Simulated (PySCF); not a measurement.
SMILES C1C(C1)C1CC1 (C6H10) at its GFN2-xTB optimised geometry (Å):

```
16

C     -0.7492    -1.7253     0.0000
C      0.7491    -1.7253     0.0000
C      0.0000    -0.4250     0.0000
C     -0.0004     0.4320    -1.2222
C      0.7473     1.7332    -1.2216
C     -0.7510     1.7315    -1.2219
H     -1.2563    -2.0166    -0.9074
H     -1.2647    -2.0249     0.8996
H      1.2647    -2.0248     0.8996
H      1.2563    -2.0165    -0.9073
H      0.0000     0.1396     0.9250
H      0.0004    -0.1324    -2.1474
H      1.2627     2.0337    -2.1211
H      1.2539     2.0249    -0.3142
H     -1.2585     2.0217    -0.3145
H     -1.2668     2.0311    -2.1214
```

Method: PySCF with PBE0/def2-TZVP.

Map of the deformation density (molecule minus spherical neutral atoms) (e/bohr³) on the plane z = 0.6 Å:

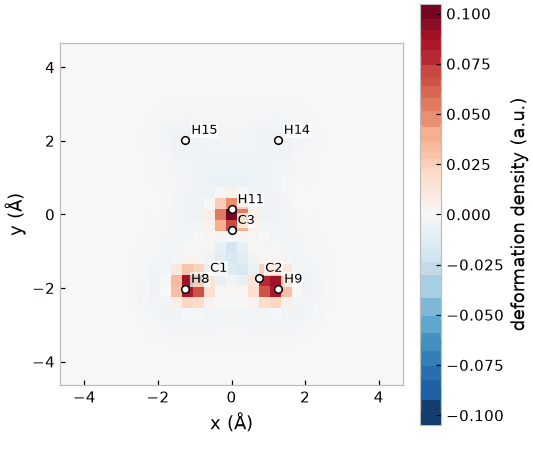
Figure. Deformation density (molecule minus spherical neutral atoms) (e/bohr³) on the plane z = 0.6 Å.
